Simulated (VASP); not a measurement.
Data:

```yaml
crystal:
  lattice:
    - [-2.00283, 2.00283, 4.01397]
    - [2.00283, -2.00283, 4.01397]
    - [2.00283, 2.00283, -4.01397]
  atoms:
    - { symbol: Li, position: [0.00000, 0.00000, 0.00000] }
    - { symbol: Al, position: [0.75000, 0.25000, 0.50000] }
    - { symbol: Al, position: [0.25000, 0.75000, 0.50000] }
    - { symbol: Al, position: [0.50000, 0.50000, 0.00000] }
```

Calculation: PBEsol GGA, VASP's PBE PAW potentials (set 64) (plane waves; VASP). Numerical set-up: 520 eV cut-off, 12×12×12 Γ-centred mesh, tetrahedra with Blöchl corrections, potentials Li_sv Al.

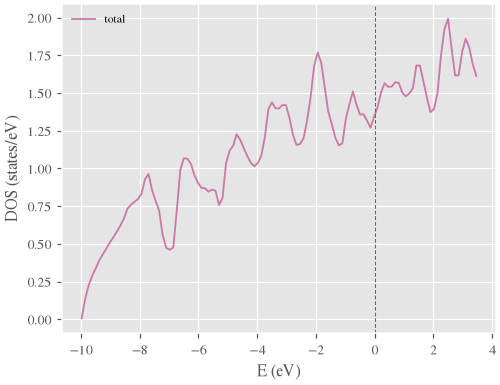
*Total and projected density of states, zero at the Fermi level*

Within 2 eV below the Fermi level the largest weight inside VASP's projection spheres is Al p, then Al s.

It has no gap at this level: it comes out as a metal or semimetal.

The structure comes from a computed database's LiAl3 entry (I4/mmm); how it stands against other phases isn't given here. It was relaxed first.
